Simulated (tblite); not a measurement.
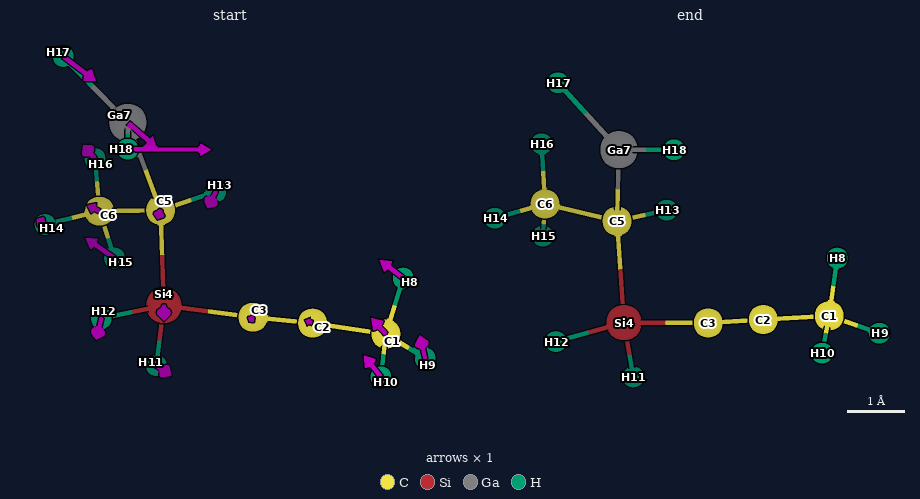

The structure of C₅H₁₁GaSi before (left) and after (right) a relaxation, at one scale. The purple arrows give the displacements, at their true length.

The picture is a ball-and-stick view, seen from a free direction.

All numbers below come from GFN2-xTB geometry optimisation, gas phase (tblite). 

Describe what moved and what it gained.

After 136 geometry steps the energy has fallen by 0.489 eV. The largest move after the best rigid fit is that of H18, 1.54 Å. By element the largest moves are H 1.54 Å, Ga 0.73 Å, C 0.48 Å, Si 0.43 Å. Near-neighbour distances that change, for instance: C5–Ga7 2.157 → 2.042 Å, Si4–C5 1.842 → 1.907 Å, Ga7–H17 1.663 → 1.600 Å, C1–C2 1.483 → 1.445 Å. Among the angles between lasting bonds that change: C5–Ga7–H18 113.3° → 129.0°, Si4–C5–C6 107.3° → 114.3°, C5–Ga7–H17 124.3° → 118.3°. Groups turn about Si4–C5 by about 25°.
